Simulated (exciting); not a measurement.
# Core excitons at the S L₂,₃ edge of RbLuS2, part 2 of 3

Aim: the S L₂,₃ absorption edge of RbLuS2 with the electron–hole interaction treated explicitly, and what each term of the kernel does.

exciting sodium; X-ray absorption, core-level Bethe-Salpeter equation, exchange and statically screened direct term, Tamm-Dancoff, all-electron LAPW+lo LDA.

So far. Step 3 (A richer basis for the empty states): Against the first ground state the total energy moves by -5 meV an atom and the gap by 0.00 eV.

### 4. Screening, kernels and BSE for S atom 3

The absorber has 3 Lu at 2.72 Å and 3 Rb at 3.29 Å (distorted octahedral, site symmetry 3m).

Input file input.xml:

```
<input>
  <title>RbLuS2</title>
  <structure speciespath="." autormt="false" epslat="1.0e-5">
    <crystal>
      <basevect>3.7709484810 2.1771581207 14.3858550755</basevect>
      <basevect>-3.7709484810 2.1771581207 14.3858550755</basevect>
      <basevect>0.0000000000 -4.3543162411 14.3858550755</basevect>
    </crystal>
    <species speciesfile="Lu.xml" rmt="2.300">
      <atom coord="0.5000000000 0.5000000000 0.5000000000"/>
    </species>
    <species speciesfile="Rb.xml" rmt="2.464">
      <atom coord="0.0000000000 0.0000000000 0.0000000000"/>
    </species>
    <species speciesfile="S.xml" rmt="2.300">
      <atom coord="0.7697000000 0.7697000000 0.7697000000"/>
      <atom coord="0.2303000000 0.2303000000 0.2303000000"/>
    </species>
  </structure>
  <groundstate do="skip" xctype="LDA_PW" ngridk="3 3 3" rgkmax="7" gmaxvr="14" nempty="8" swidth="0.001" maxscl="100" epsengy="1e-5"/>
  <xs xstype="BSE" ngridk="2 2 2" ngridq="2 2 2" vkloff="0.097 0.273 0.493" rgkmax="7" nempty="50" gqmax="3" lmaxapwwf="5" lmaxemat="3" broad="0.01654" tevout="true">
    <energywindow intv="5.083 6.746" points="452"/>
    <screening screentype="full" nempty="77"/>
    <BSE xas="true" xasspecies="3" xasatom="1" xasedge="L23" bsetype="singlet" nstlxas="1 46"/>
    <qpointset>
      <qpoint>0 0 0</qpoint>
    </qpointset>
    <plan>
      <doonly task="xsgeneigvec"/>
      <doonly task="writepmatxs"/>
      <doonly task="scrgeneigvec"/>
      <doonly task="scrwritepmat"/>
      <doonly task="screen"/>
      <doonly task="scrcoulint"/>
    </plan>
  </xs>
</input>
```

Input file input.xml for the exchange start (cutoff and plan only):

```
  gqmax="2.5"
  <plan>
    <doonly task="exccoulint"/>
  </plan>
```

Input file input.xml for the last start (plan only):

```
  <plan>
    <doonly task="bse"/>
  </plan>
```

Run with:

```bash
$ OMP_NUM_THREADS=1 mpirun -n 4 exciting
$ OMP_NUM_THREADS=1 mpirun -n 4 exciting
$ OMP_NUM_THREADS=4 exciting
```

Numbers of over 12 decimals in the logs are rounded to 6 here.

The log of the run:

```text
| EXCITING SODIUM started for task xsgeneigvec ( 301)                          =
One-shot GS runs for BSE calculations
One-shot GS runs for k+qmt/2 grids
Info(xsgeneigvec): Generating eigenvectors for Q-point      1
Info(xsgeneigvec): Generation of eigenvectors finished
| EXCITING SODIUM started for task writepmatxs ( 320)                          =
Info(writepmatxs): Momentum matrix elements finished
| EXCITING SODIUM started for task scrgeneigvec ( 401)                         =
One-shot GS runs for BSE calculations
One-shot GS runs for k+qmt/2 grids
Info(xsgeneigvec): Generating eigenvectors for Q-point      1
Using screening GS parameters.
Info(xsgeneigvec): Generation of eigenvectors finished
| EXCITING SODIUM started for task scrwritepmat ( 420)                         =
Info(writepmatxs): Momentum matrix elements finished
Info(scrwritepmat): Momentum matrix elements for screening finished
| EXCITING SODIUM started for task screen ( 430)                               =
Info(screenlauncher): Calculating screening for unshifted q-grid.
Info(screenlauncher): Number of q points:       4
Info(screenlauncher): lowest (partially)  unoccupied state:     24
Info(screenlauncher): highest (partially) occupied state  :     23
Info(screenlauncher): number of occupied states considered:   23
Info(screenlauncher): number of unoccupied states considered:   78
Info(screenlauncher): Starting loop over q-points
Info(screenlauncher): Screening for unshifted q-grid finished
Info(screenlauncher): Screening finished
| EXCITING SODIUM started for task scrcoulint ( 440)                           =
Info(scrcoulintlauncher): Setting up screened Coulomb interaction matrix W.
Info(scrcoulintlauncher): Using momentum transfer vectors from list :   1 to  1
Info(scrcoulintlauncher): Calculating screened Coulomb interaction matrix W
Info(scrcoulintlauncher): Momentum transfer list index: iqmt=  1
Info(scrcoulintlauncher): Momentum transfer: vqmtl=   0.000   0.000   0.000
Info(scrcoulintlauncher): Calculating RR block of W
Info(scrcoulint): Inspecting occupations...
Info(setranges_modxs): Number of non-reduced k-points:        8
Info(setranges_modxs): Number of states considered:       74
Info(setranges_modxs): Number of (partially) occupied states:       10
Info(setranges_modxs): Highest (partially) occupied states:       23
Info(setranges_modxs): Number of (partially) unoccupied states:       51
Info(setranges_modxs): Lowest (partially) unoccupied states:       24
Info(scrcoulint): Selecting transitions...
Info(select_transitions): Inspecting transitions in the  band interval:
  lowest occupied state:   5
  highest occupied state:  10
  lowest unoccupied state:  24
  highest unoccupied state:  69
  Opening gap with a scissor of:      0.000/H      0.000/eV
Info(select_transitions): Number of participating transitions:    2208
Info(scrcoulint): Size of file SCCLI will be about     0.040864 GB
Info(scrcoulint): Using q-grid
Info(scrcoulint): Number of reduced q-points:      4
Info(scrcoulint): Number of non-reduced q-points:      8
Info(scrcoulint): Calculating W(G1,G2,qr) fourier coefficients
Info(scrcoulint): Calculating W matrix elements
Info(scrcoulintlauncher): Screened coulomb interaction finished for iqmt=   1
| EXCITING SODIUM started for task exccoulint ( 441)                           =
Info(exccoulintlauncher): Setting up exchange interaction matrix V.
Info(exccoulintlauncher): Using momentum transfer vectors from list :   1 to  1
Info(exccoulintlauncher):Calculating exchange interaction matrix V
Info(exccoulintlauncher): Momentum transfer list index: iqmt=  1
Info(exccoulintlauncher): Momentum transfer: vqmtl=   0.000   0.000   0.000
Info(exccoulintlauncher): Calculating RR block of V
Info(exccoulint): Inspecting occupations...
Info(setranges_modxs): Number of non-reduced k-points:        8
Info(setranges_modxs): Number of states considered:       74
Info(setranges_modxs): Number of (partially) occupied states:       10
Info(setranges_modxs): Highest (partially) occupied states:       23
Info(setranges_modxs): Number of (partially) unoccupied states:       51
Info(setranges_modxs): Lowest (partially) unoccupied states:       24
Info(exccoulint): Selecting transitions...
Info(select_transitions): Inspecting transitions in the  band interval:
  lowest occupied state:   5
  highest occupied state:  10
  lowest unoccupied state:  24
  highest unoccupied state:  69
  Opening gap with a scissor of:      0.000/H      0.000/eV
Info(select_transitions): Number of participating transitions:    2208
Info(exccoulint): Size of file EXCLI will be about     0.040864 GB
Info(exccoulint): Generating plane wave matrix elements for momentum transfer iqmt=   1
  Timing (in seconds)	   :     487.511
Info(exccoulint): Generating V matrix elements
Info(exccoulint): Zeroing Coulomb potential at G+qmt index:  1
Info(exccoulintlauncher): Exchange interaction finished for iqmt=   1
| EXCITING SODIUM started for task bse ( 445)                                  =
Info(bselauncher): Init time:    3.305043
Info(bselauncher): Setting up and diagonalizing BSE Hamiltonian.
Info(bselauncher): Using momentum transfer vectors from list :   1 to  1
Info(bselauncher): Distributing qmt-points over   1 processes.
Info(bselauncher): BSE type: singlet
Info(bselauncher): Momentum transfer list index: iqmt=  1
Info(bselauncher): Momentum transfer: vqmtl=   0.000   0.000   0.000
Info(bse): Inspecting occupations...
Info(setranges_modxs): Number of non-reduced k-points:        8
Info(setranges_modxs): Number of states considered:       74
Info(setranges_modxs): Number of (partially) occupied states:       10
Info(setranges_modxs): Highest (partially) occupied states:       23
Info(setranges_modxs): Number of (partially) unoccupied states:       51
Info(setranges_modxs): Lowest (partially) unoccupied states:       24
Info(select_transitions): Inspecting transitions in the  band interval:
  lowest occupied state:   5
  highest occupied state:  10
  lowest unoccupied state:  24
  highest unoccupied state:  69
  Opening gap with a scissor of:      0.000/H      0.000/eV
Info(select_transitions): Number of participating transitions:    2208
Info(bse): Selecting transitions...
Info(bse):bsegap (eV):   150.489179
Info(bse): Assembling BSE matrix
  RR/RA blocks of global BSE-Hamiltonian:
  Size of the Hamiltonian:    2208
  Number of k-points:       8
  Distributing matrix to   1 processes
  Local matrix shape   2208 x  2208
Info(bse): max local RAM needed for BSE matrices ~     0.072647 GB
Info(setup_bse_block): Setting up RR part of hamiltonian
Info(setup_bse_block): Singlet spin state
Info(bse): Diagonalizing RR Hamiltonian (TDA)
Info(bse): Invoking Lapack routine ZHEEVR
      2208 eigen solutions found in the interval:
         i1=       1 i2=    2208
Info(bse): Writing excition energies and oscillator strengths to text file.
Info(makespectrum_dist): Making spectrum using formula for coupling with time reversed AR basis.
Info(makespectrum_dist): Using formalism for vanishing momentum transfer.
Info(writederived): Writing quantities derived from the macroscopic dielectric function.
Info(bselauncher): Spectrum finished for iqmt=  1
Info(bselauncher): All done for BSE type singlet
```

Wall time 13 min (4 MPI ranks of Intel Xeon at 2.50GHz (Skylake/Cascade Lake), shared host).

Wall time by task: xsgeneigvec 18 s, writepmatxs 10 s, scrgeneigvec 7.8 s, scrwritepmat 9.3 s, screen 87 s, scrcoulint 1.9 min, exccoulint 8.4 min, bse 18 s.

The S L₂,₃ spectrum of S atom 3 (energy from the Kohn–Sham onset, core level to the lowest empty state found on the meshes used, 150.30 eV; the ground-state mesh sets it, and the shifted mesh has its lowest transition 0.19 eV above it; Im ε scaled to the maximum of the singlet run; cut below the end of the band set):

```csv
E (eV),isotropic,ε ⊥ c,ε ∥ c
-3.0,0.02,0.02,0.02
-2.0,0.04,0.04,0.04
-1.0,0.12,0.11,0.13
0.0,0.20,0.20,0.19
1.0,0.34,0.33,0.36
2.0,0.45,0.47,0.42
3.0,0.37,0.37,0.37
4.0,0.34,0.34,0.35
5.0,0.39,0.38,0.41
6.0,0.44,0.45,0.42
7.0,0.50,0.52,0.46
8.0,0.58,0.57,0.58
9.0,0.86,0.85,0.87
10.0,0.98,0.94,1.05
11.0,0.80,0.83,0.75
12.0,0.67,0.68,0.63
13.0,0.78,0.78,0.80
14.0,0.84,0.83,0.84
15.0,0.84,0.86,0.79
16.0,0.70,0.73,0.66
17.0,0.60,0.58,0.66
18.0,0.54,0.51,0.61
19.0,0.60,0.59,0.63
20.0,0.59,0.60,0.58
21.0,0.56,0.55,0.58
```

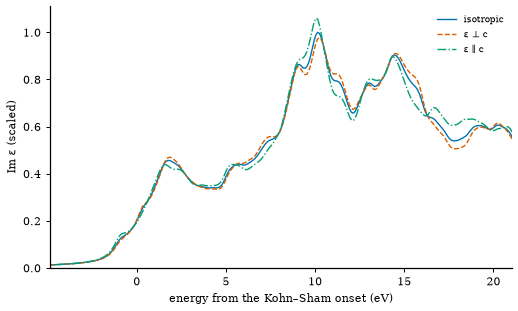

The S L₂,₃ edge of S atom 3.

Maxima (height): 1.8 eV (0.46), 9.1 eV (0.86), 10.1 eV (1.00), 13.0 eV (0.79), 14.4 eV (0.90), 19.1 eV (0.60) and 20.2 eV (0.61).

The Hamiltonian has 2208 rows. The lowest groups of eigenvalues and the brightest ones, on the scale above (the program counts from the shifted mesh's onset, 0.19 eV higher). Core spinors bring spin-forbidden partners, so dark means forbidden by spin or by symmetry, and the shifted mesh splits states that symmetry would keep together:

```csv
energy (eV),states within 10 meV,relative strength
-0.985,4,0.24
-0.877,4,0.23
-0.505,4,0.20
-0.265,4,0.10
-0.080,4,0.21
0.237,4,0.12
8.848,4,0.72
9.796,6,0.62
10.070,1,1.00
10.293,6,0.73
10.485,4,0.69
11.267,6,0.81
13.025,4,0.74
```

### 5. Independent particles

Changes to input.xml since step 4:

```diff
@@ -23,3 +23,3 @@
     <screening screentype="full" nempty="77"/>
-    <BSE xas="true" xasspecies="3" xasatom="1" xasedge="L23" bsetype="singlet" nstlxas="1 46"/>
+    <BSE xas="true" xasspecies="3" xasatom="1" xasedge="L23" bsetype="IP" nstlxas="1 46"/>
     <qpointset>
@@ -28,8 +28,3 @@
     <plan>
-      <doonly task="xsgeneigvec"/>
-      <doonly task="writepmatxs"/>
-      <doonly task="scrgeneigvec"/>
-      <doonly task="scrwritepmat"/>
-      <doonly task="screen"/>
-      <doonly task="scrcoulint"/>
+      <doonly task="bse"/>
     </plan>
```

Run with:

```bash
$ OMP_NUM_THREADS=4 exciting
```

The log of the run:

```text
| EXCITING SODIUM started for task bse ( 445)                                  =
Info(bselauncher): Init time:    3.234193
Info(bselauncher): Setting up and diagonalizing BSE Hamiltonian.
Info(bselauncher): Using momentum transfer vectors from list :   1 to  1
Info(bselauncher): Distributing qmt-points over   1 processes.
Info(bselauncher): BSE type: IP
Info(bselauncher): Momentum transfer list index: iqmt=  1
Info(bselauncher): Momentum transfer: vqmtl=   0.000   0.000   0.000
Info(bse): Inspecting occupations...
Info(setranges_modxs): Number of non-reduced k-points:        8
[...]
highest unoccupied state:  69
  Opening gap with a scissor of:      0.000/H      0.000/eV
Info(select_transitions): Number of participating transitions:    2208
Info(bse): Selecting transitions...
Info(bse):bsegap (eV):   150.489179
Info(bse): IP requested, nothing much to do
Info(bse): Writing excition energies and oscillator strengths to text file.
Info(makespectrum_dist): Making spectrum using formula for coupling with time reversed AR basis.
Info(makespectrum_dist): Using formalism for vanishing momentum transfer.
Info(writederived): Writing quantities derived from the macroscopic dielectric function.
Info(bselauncher): Spectrum finished for iqmt=  1
Info(bselauncher): All done for BSE type IP
```

It took 4.5 s on 4 threads.

Maxima (height): 11.4 eV (0.82), 12.5 eV (0.74), 15.7 eV (0.92), 16.6 eV (0.91) and 20.1 eV (0.80); 2 lower ones aren't listed. Against the singlet run the r.m.s. difference is 39 %. Moving the earlier curve by +2.6 eV leaves 19 %. The highest maximum lies at 15.7 eV (0.92), against 10.1 eV (1.00).

### 6. Exchange alone

Changes to input.xml since step 5:

```diff
@@ -23,3 +23,3 @@
     <screening screentype="full" nempty="77"/>
-    <BSE xas="true" xasspecies="3" xasatom="1" xasedge="L23" bsetype="IP" nstlxas="1 46"/>
+    <BSE xas="true" xasspecies="3" xasatom="1" xasedge="L23" bsetype="RPA" nstlxas="1 46"/>
     <qpointset>
```

Run with:

```bash
$ OMP_NUM_THREADS=4 exciting
```

The log of the run:

```text
| EXCITING SODIUM started for task bse ( 445)                                  =
Info(bselauncher): Init time:    3.637294
Info(bselauncher): Setting up and diagonalizing BSE Hamiltonian.
Info(bselauncher): Using momentum transfer vectors from list :   1 to  1
Info(bselauncher): Distributing qmt-points over   1 processes.
Info(bselauncher): BSE type: RPA
Info(bselauncher): Momentum transfer list index: iqmt=  1
Info(bselauncher): Momentum transfer: vqmtl=   0.000   0.000   0.000
Info(bse): Inspecting occupations...
Info(setranges_modxs): Number of non-reduced k-points:        8
[...]
Info(setup_bse_block): Setting up RR part of hamiltonian
Info(setup_bse_block): Using RPA approximation
Info(bse): Diagonalizing RR Hamiltonian (TDA)
Info(bse): Invoking Lapack routine ZHEEVR
      2208 eigen solutions found in the interval:
         i1=       1 i2=    2208
Info(bse): Writing excition energies and oscillator strengths to text file.
Info(makespectrum_dist): Making spectrum using formula for coupling with time reversed AR basis.
Info(makespectrum_dist): Using formalism for vanishing momentum transfer.
Info(writederived): Writing quantities derived from the macroscopic dielectric function.
Info(bselauncher): Spectrum finished for iqmt=  1
Info(bselauncher): All done for BSE type RPA
```

Elapsed: 20 s, on 4 threads.

Maxima (height): 11.4 eV (0.77), 12.6 eV (0.70), 15.8 eV (0.89), 16.7 eV (0.91) and 20.1 eV (0.81); 2 lower ones aren't listed. The spectrum differs from the independent-particle run by 4 % r.m.s. The highest maximum lies at 16.7 eV (0.91), against 15.7 eV (0.92).

### 7. Direct term alone

Changes to input.xml since step 6:

```diff
@@ -23,3 +23,3 @@
     <screening screentype="full" nempty="77"/>
-    <BSE xas="true" xasspecies="3" xasatom="1" xasedge="L23" bsetype="RPA" nstlxas="1 46"/>
+    <BSE xas="true" xasspecies="3" xasatom="1" xasedge="L23" bsetype="triplet" nstlxas="1 46"/>
     <qpointset>
```

Run with:

```bash
$ OMP_NUM_THREADS=4 exciting
```

The log of the run:

```text
| EXCITING SODIUM started for task bse ( 445)                                  =
Info(bselauncher): Init time:    3.225774
Info(bselauncher): Setting up and diagonalizing BSE Hamiltonian.
Info(bselauncher): Using momentum transfer vectors from list :   1 to  1
Info(bselauncher): Distributing qmt-points over   1 processes.
Info(bselauncher): BSE type: triplet
Info(bselauncher): Momentum transfer list index: iqmt=  1
Info(bselauncher): Momentum transfer: vqmtl=   0.000   0.000   0.000
Info(bse): Inspecting occupations...
[...]
Info(setup_bse_block): Setting up RR part of hamiltonian
Info(setup_bse_block): Triplet spin state
Info(bse): Diagonalizing RR Hamiltonian (TDA)
Info(bse): Invoking Lapack routine ZHEEVR
      2208 eigen solutions found in the interval:
         i1=       1 i2=    2208
Info(bse): Writing excition energies and oscillator strengths to text file.
Info(makespectrum_dist): Making spectrum using formula for coupling with time reversed AR basis.
Info(makespectrum_dist): Using formalism for vanishing momentum transfer.
Info(writederived): Writing quantities derived from the macroscopic dielectric function.
Info(bselauncher): Spectrum finished for iqmt=  1
Info(bselauncher): All done for BSE type triplet
```

The job ended after 20 s (4 threads).

Maxima (height): 9.0 eV (0.92), 10.1 eV (1.02), 13.0 eV (0.79), 14.3 eV (0.89) and 19.1 eV (0.57); 2 lower ones aren't listed. Against the singlet run the r.m.s. difference is 5 %.

### 8. Broadening

Changed against the first singlet run: half width (eV) from 0.45 to 1.35.

Changes to input.xml since step 7:

```diff
@@ -20,6 +20,6 @@
   <groundstate do="skip" xctype="LDA_PW" ngridk="3 3 3" rgkmax="7" gmaxvr="14" nempty="8" swidth="0.001" maxscl="100" epsengy="1e-5"/>
-  <xs xstype="BSE" ngridk="2 2 2" ngridq="2 2 2" vkloff="0.097 0.273 0.493" rgkmax="7" nempty="50" gqmax="3" lmaxapwwf="5" lmaxemat="3" broad="0.01654" tevout="true">
+  <xs xstype="BSE" ngridk="2 2 2" ngridq="2 2 2" vkloff="0.097 0.273 0.493" rgkmax="7" nempty="50" gqmax="3" lmaxapwwf="5" lmaxemat="3" broad="0.04961" tevout="true">
     <energywindow intv="5.083 6.746" points="452"/>
     <screening screentype="full" nempty="77"/>
-    <BSE xas="true" xasspecies="3" xasatom="1" xasedge="L23" bsetype="triplet" nstlxas="1 46"/>
+    <BSE xas="true" xasspecies="3" xasatom="1" xasedge="L23" bsetype="singlet" nstlxas="1 46"/>
     <qpointset>
```

Run with:

```bash
$ OMP_NUM_THREADS=4 exciting
```

The log of the run:

```text
| EXCITING SODIUM started for task bse ( 445)                                  =
Info(bselauncher): Init time:    3.493290
Info(bselauncher): Setting up and diagonalizing BSE Hamiltonian.
Info(bselauncher): Using momentum transfer vectors from list :   1 to  1
Info(bselauncher): Distributing qmt-points over   1 processes.
Info(bselauncher): BSE type: singlet
Info(bselauncher): Momentum transfer list index: iqmt=  1
Info(bselauncher): Momentum transfer: vqmtl=   0.000   0.000   0.000
Info(bse): Inspecting occupations...
[...]
Info(setup_bse_block): Setting up RR part of hamiltonian
Info(setup_bse_block): Singlet spin state
Info(bse): Diagonalizing RR Hamiltonian (TDA)
Info(bse): Invoking Lapack routine ZHEEVR
      2208 eigen solutions found in the interval:
         i1=       1 i2=    2208
Info(bse): Writing excition energies and oscillator strengths to text file.
Info(makespectrum_dist): Making spectrum using formula for coupling with time reversed AR basis.
Info(makespectrum_dist): Using formalism for vanishing momentum transfer.
Info(writederived): Writing quantities derived from the macroscopic dielectric function.
Info(bselauncher): Spectrum finished for iqmt=  1
Info(bselauncher): All done for BSE type singlet
```

Elapsed: 20 s, on 4 threads.

Against the singlet run the r.m.s. difference is 12 %. The highest maximum lies at 10.2 eV (0.77), against 10.1 eV (1.00). Only the width of each line changes; the area stays. A table step wider than the lines misses their tops.

```
E (eV)  first run  this run
  -8.0       0.01      0.02
  -7.0       0.01      0.03
  -6.0       0.01      0.03
  -5.0       0.01      0.04
  -4.0       0.02      0.05
  -3.0       0.02      0.06
  -2.0       0.04      0.09
  -1.0       0.12      0.15
   0.0       0.20      0.22
   1.0       0.34      0.30
   2.0       0.45      0.36
   3.0       0.37      0.36
   4.0       0.34      0.37
   5.0       0.39      0.40
   6.0       0.44      0.45
   7.0       0.50      0.51
   8.0       0.58      0.60
   9.0       0.86      0.70
  10.0       0.98      0.77
  11.0       0.80      0.75
  12.0       0.67      0.71
  13.0       0.78      0.72
  14.0       0.84      0.74
  15.0       0.84      0.73
  16.0       0.70      0.66
  17.0       0.60      0.60
  18.0       0.54      0.56
  19.0       0.60      0.55
  20.0       0.59      0.53
  21.0       0.56      0.49
```

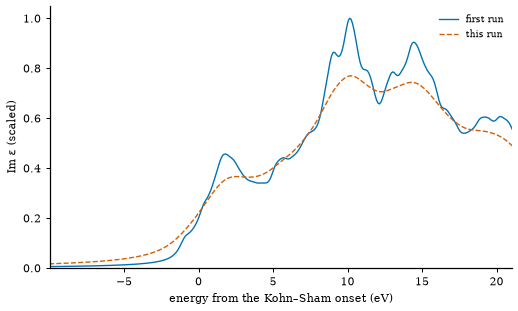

This run beside the first singlet run.

(Part 2 of 3 ends here.)

[Banner, clock and machine lines of the logs are left out without a mark of their own.]

[Logs are printed without paths, hosts, clocks, repeated set-up lines and the standing remarks that a program may print on its own settings, such as how far it seeks lower states.]

[Hosts, paths, dates, database ids (printed as entryN), source tags and the programs' standing remarks are cut or masked in the printed files.]
